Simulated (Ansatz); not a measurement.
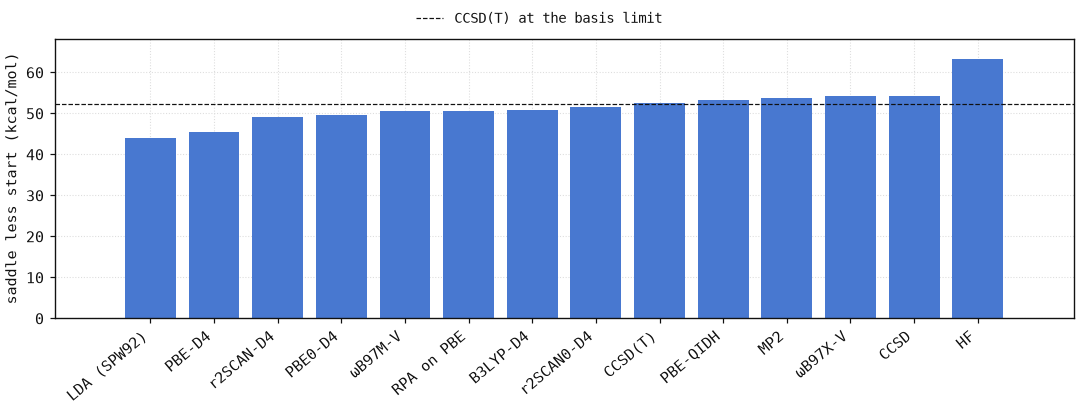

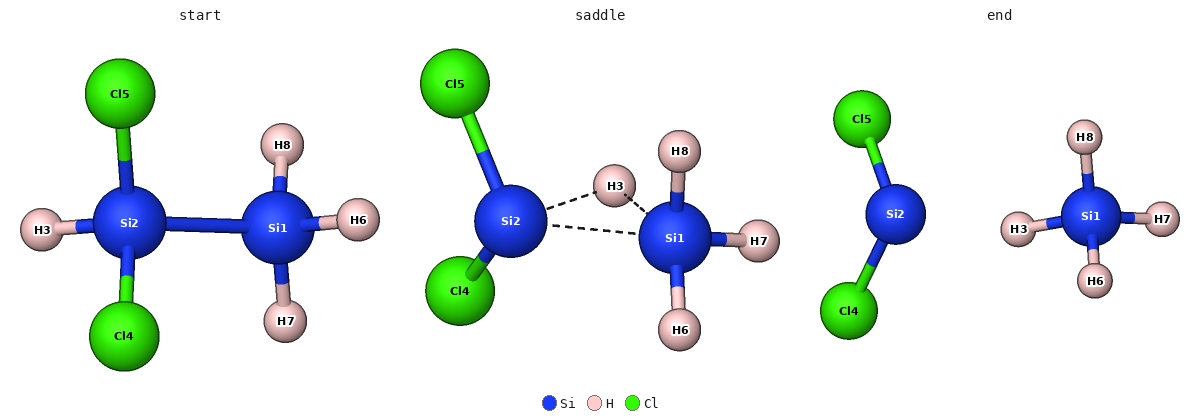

Height of the saddle over the start in one step of Si₂H₄Cl₂ at several levels. In the step Si1–H3 (3.25 → 1.74 → 1.50 Å) forms; Si1–Si2 (2.34 → 2.36 → 3.31 Å) and Si2–H3 (1.48 → 1.70 → 2.46 Å) break (lengths at start, saddle and end; changes of bond order aren't listed). Electronic energies at PBE0-D4/def2-TZVP geometries, energies in def2-TZVPP, the Ansatz code 0.2.0; cores frozen in correlated methods, no zero-point terms. Start and end are the structures at the ends of the path (complexes, where there are several molecules). The line is the MP2 basis limit plus CCSD(T) less MP2 in triple zeta. RPA on PBE and PBE-QIDH hold a correlation term that converges slowly with the basis, so part of the distance to the limit is basis error. No dispersion term is added to PBE-QIDH. The distance of CCSD(T), MP2 and CCSD to the limit includes basis error.

Q: What range do the values span, the line included?

A: From 44.1 kcal/mol (LDA (SPW92)) to 63.2 kcal/mol (HF).

Q: Which level comes closest to the line (CCSD(T) at the basis limit), and which misses most?

A: Closest CCSD(T) (52.4 kcal/mol), against 52.3 kcal/mol; farthest HF (63.2 kcal/mol).
